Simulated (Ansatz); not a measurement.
Al7Cu

The calculation's input:

```
crystal:
  lattice:
    - [0.0, 3.9395611794, 3.9395611794]
    - [3.9395611794, 0.0, 3.9395611794]
    - [3.9395611794, 3.9395611794, 0.0]
  atoms:
    - { symbol: Al, position: [0.5, 0.0, 0.0] }
    - { symbol: Al, position: [0.0, 0.5, 0.5] }
    - { symbol: Al, position: [0.0, 0.5, 0.0] }
    - { symbol: Al, position: [0.5, 0.0, 0.5] }
    - { symbol: Al, position: [0.0, 0.0, 0.5] }
    - { symbol: Al, position: [0.5, 0.5, 0.0] }
    - { symbol: Al, position: [0.0, 0.0, 0.0] }
    - { symbol: Cu, position: [0.5, 0.5, 0.5] }
basis:
  ecutwfc: 420
kpoints:
  mp_grid: { grid: [8, 8, 8] }
hamiltonian:
  xc: pbe
scf:
  occupations: { method: gaussian, width: 0.1 }
output:
  forces: true
  stress: true
  eigenvalues: true
  write_density: true
  write_potential: true
  elf: true
  volumetric_format: npy
```

Run with:

```sh
ansatz run input.yaml --threads 1 --pin off --max-ram 2048MiB --backend cpu --events-out ev --progress --plain --runs-dir out
```

Below, planes, directions and counts refer to the conventional cell (a = 7.88 Å, b = 7.88 Å, c = 7.88 Å, α = 90.00°, β = 90.00°, γ = 90.00°).

Space group Fm-3m; a structure generated by program, which may or may not match a known phase; changed on purpose from its base cell (volume × 0.97); computed pressure about 3 GPa in this cell; computed without spin polarisation.

Theory: DFT PBE, scalar-relativistic, plane waves, PAW (Ansatz 0.2.0).

> What will maps of the valence pseudo-density and electron localisation function show?

Al–Al (2.79 Å): ρ is about 0.22 e/Å³ halfway; the ELF peaks at about 0.65 between the atoms.
Al–Cu (2.79 Å): ρ is about 0.21 e/Å³ halfway; the ELF is about 0.40 at the midpoint.

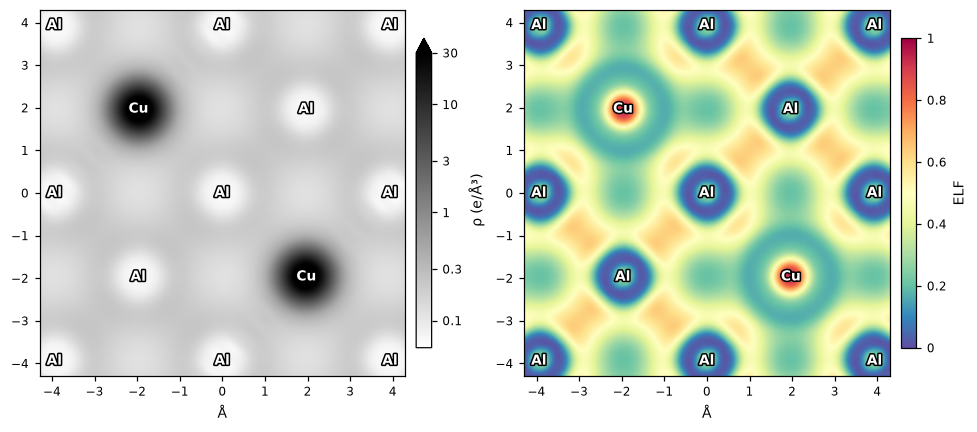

Computed valence pseudo-density and electron localisation function on the (001) plane of the conventional cell, in this order. 
